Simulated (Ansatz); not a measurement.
# CCSD(T)/STO-3G run of H2O3 (trioxidane)

What is the energy change on altering one bond length of H2O3 (trioxidane) at CCSD(T)/STO-3G? 

Program for the calculation: Ansatz 0.2.0.

29 further runs of the same task are left out: 1 that didn't finish, 28 set aside as unsound or not needed.

**1. The structure to begin with**

H2O3 has 5 atoms, charge 0, and is taken as a singlet. As SMILES, `OOO`. The coordinates come from a GFN2-xTB relaxation. This is a higher conformer, about 11 kJ/mol above the lowest found by a separate search.

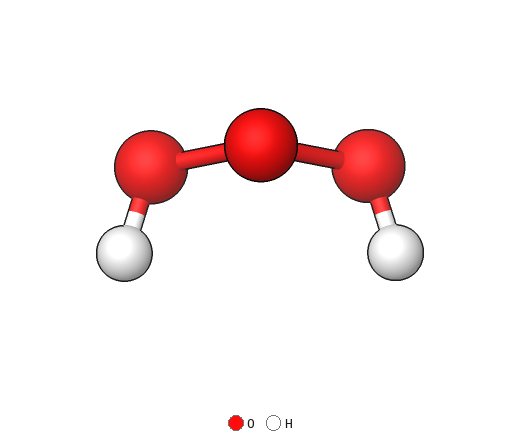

Viewed from a chosen angle; oxygen red, hydrogen white.

**2. A single-point energy at CCSD(T)/STO-3G**

job.yaml

```yaml
crystal:
  periodic: [false, false, false]
  atoms:
    - {symbol: O, position_ang: [-0.984020, -0.692710, -0.137760]}
    - {symbol: O, position_ang: [-0.127030, -0.049090, 0.747210]}
    - {symbol: O, position_ang: [1.176430, -0.056790, 0.262120]}
    - {symbol: H, position_ang: [-1.378730, -0.001520, -0.695970]}
    - {symbol: H, position_ang: [1.313340, 0.800110, -0.175600]}
basis:
  gaussian: {orbitals: STO-3G}
total_charge: 0
correlation: {method: ccsd_t, frozen_orbitals: {H: 0, O: 1}}
accuracy: high
scf: {omitted_lower_state_checks: [cluster_reference, increment]}
```

Command:

```
ansatz run job.yaml --threads 1 --pin off --max-ram 2610MiB --events-out events.jsonl --progress --plain --runs-dir runs
```

Log, shortened:

```text
Warning: RAYON_NUM_THREADS=1 ignored (pool sized by the plan → 1); use --threads N
Functional definition: HF
  name "HF"
[...]
297 factors; integrals over basis functions are off by at most 2.6e-8 eV
[...]
mean field -6056.46083145 eV, -222.5708303392 hartree, gradient 2.6e-8 eV, S^2 0.000000; 0 other end points of the search recorded, 0 dependent functions left out
3 core orbitals not correlated: weight in the atoms' cores, before any rotation towards them, 1.000 or more for the frozen orbitals, at most 0.000 for the correlated occupied ones
reference -6056.46083145 eV, -222.5708303392 hartree; 10, 10 occupied and 4, 4 virtual orbitals, 297 factors
second order -3.11567990 eV of doubles, -0.00000000 eV of singles
cycle   1  -3.81897600 eV  change   -7.0e-1 eV  update   6.9e-2
[...]
cycle  22  -4.21292860 eV  change    1.5e-9 eV  update   1.3e-9
perturbative correction -0.04793476 eV, -0.0017615701 hartree
Total energy: -6060.72169481 eV, -222.7274141797 hartree
Checks for a lower state left out: cluster_reference, increment
```

Run time: 0.37 s. Hardware: 1 thread of Intel Xeon Platinum 8259CL at 2.50GHz (Skylake/Cascade Lake), shared host.

**3. The distorted shape at the same level**

run.yaml

```yaml
crystal:
  periodic: [false, false, false]
  atoms:
    - {symbol: O, position_ang: [-0.885354, -0.865488, 0.001777]}
    - {symbol: O, position_ang: [-0.028364, -0.221868, 0.886747]}
    - {symbol: O, position_ang: [1.275096, -0.229568, 0.401657]}
    - {symbol: H, position_ang: [-1.378730, -0.001520, -0.695970]}
    - {symbol: H, position_ang: [1.412006, 0.627332, -0.036063]}
basis:
  gaussian:
    orbitals: STO-3G
correlation:
  method: ccsd_t
  frozen_orbitals: {H: 0, O: 1}
accuracy: high
scf:
  omitted_lower_state_checks: [cluster_reference, increment]
```

Command:

```
ansatz run run.yaml --threads 1 --pin off --max-ram 2610MiB --events-out events.jsonl --progress --plain --runs-dir runs
```

Log, shortened:

```text
Warning: RAYON_NUM_THREADS=1 ignored (pool sized by the plan → 1); use --threads N
[... 2 set-up lines as earlier in the session ...]
[...]
296 factors; integrals over basis functions are off by at most 3.6e-8 eV
[...]
mean field -6055.59372115 eV, -222.5389646233 hartree, gradient 5.4e-9 eV, S^2 0.000000; 0 other end points of the search recorded, 0 dependent functions left out
3 core orbitals not correlated: weight in the atoms' cores, before any rotation towards them, 1.000 or more for the frozen orbitals, at most 0.000 for the correlated occupied ones
reference -6055.59372115 eV, -222.5389646233 hartree; 10, 10 occupied and 4, 4 virtual orbitals, 296 factors
second order -3.51297427 eV of doubles, -0.00000000 eV of singles
cycle   1  -4.31634750 eV  change   -8.0e-1 eV  update   8.1e-2
[...]
cycle  23  -4.81643065 eV  change   1.6e-10 eV  update   1.9e-9
perturbative correction -0.06150220 eV, -0.0022601643 hartree
Total energy: -6060.47165400 eV, -222.7182253494 hartree
Checks for a lower state left out: cluster_reference, increment
```

It took 0.26 s on 1 thread of Intel Xeon Platinum 8259CL at 2.50GHz (Skylake/Cascade Lake), shared host.

**4. Outcome**

Level: CCSD(T)/STO-3G, 3 core orbitals frozen.

| quantity | value |
| --- | --- |
| first shape: total energy | -222.72741 Eh |
| first shape: correlation energy (3 core orbitals frozen) | -156.6 mEh |
| first shape: (T) correction | -1.76 mEh |
| first shape: T1 diagnostic | 0.012 |
| distorted shape: total energy | -222.71823 Eh |
| distorted shape: correlation energy (3 core orbitals frozen) | -179.3 mEh |
| distorted shape: (T) correction | -2.26 mEh |
| distorted shape: T1 diagnostic | 0.014 |
| energy change with the O1–H4 bond stretched from 0.972 to 1.215 Å | 0.250 eV |

**Reading.** With the O1–H4 bond stretched from 0.972 to 1.215 Å the energy rises by 0.25 eV (24.1 kJ/mol). The first shape isn't relaxed at this level, so the change isn't measured from a minimum. The minimal basis adds a large error of its own. The triples (first shape) make up 1.1 % of the correlation energy. The triples (distorted shape) make up 1.3 % of the correlation energy.
